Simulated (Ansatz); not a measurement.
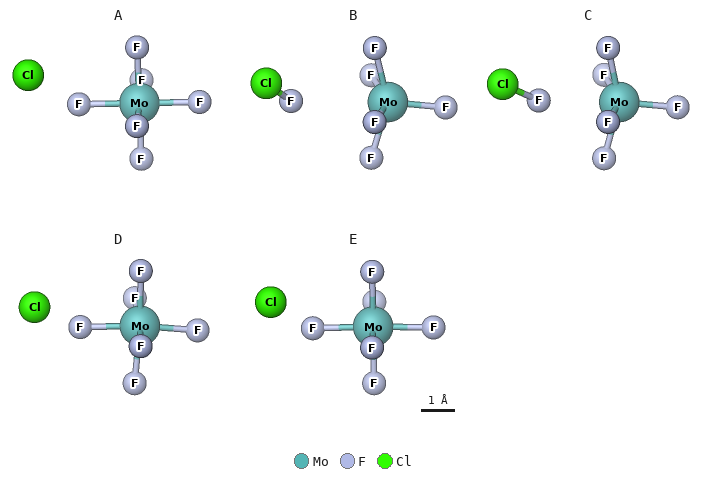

5 geometries from one relaxation of MoClF6 (multiplicity 2), in shuffled order. Style: ball-and-stick. Shown at a tilt.

The run prepares an end point of a later path (reaction) calculation, from a guessed geometry.

Computed with Ansatz 0.2.0, UKS PBE/def2-SVP. Set-up: collinear spin; force threshold 0.03 eV/Å; at most 50 steps.

**Order the frames from highest to lowest energy.**

B, C, D, E, A. They are steps 0, 2, 5, 7, 13, at +1.962 eV, +1.638 eV, +0.455 eV, +0.068 eV relative to the last. An F atom moves most after the best rigid fit: 0.75 Å. By element the largest moves are F 0.75 Å, Cl 0.65 Å, Mo 0.42 Å. Some distances before and after: Cl–F 1.595 → 2.779 Å, F–Mo 2.963 → 1.853 Å, F–Mo 1.814 → 1.841 Å, F–Mo 1.865 → 1.840 Å. New bonds form, among them: F–Mo (2.96 → 1.85 Å). Bonds break, among them: Cl–F (1.59 → 2.78 Å). Among the angles between lasting bonds that change: F–Mo–F 150.8° → 179.6°, F–Mo–F 112.3° → 90.3°, F–Mo–F 82.2° → 90.2°. The energy falls by 1.962 eV in 12 accepted moves (13 points after the start). The largest force component goes from 2.1 to 0.0052 eV/Å. The line search rejected the trial step at point 12 of the run. The forces were under the threshold at step 10, but the run went on from there.

Limits of the set-up: the start holds two separate molecules, 3.0 Å apart at their closest, whose relative position is a soft coordinate and is computed without a dispersion correction.
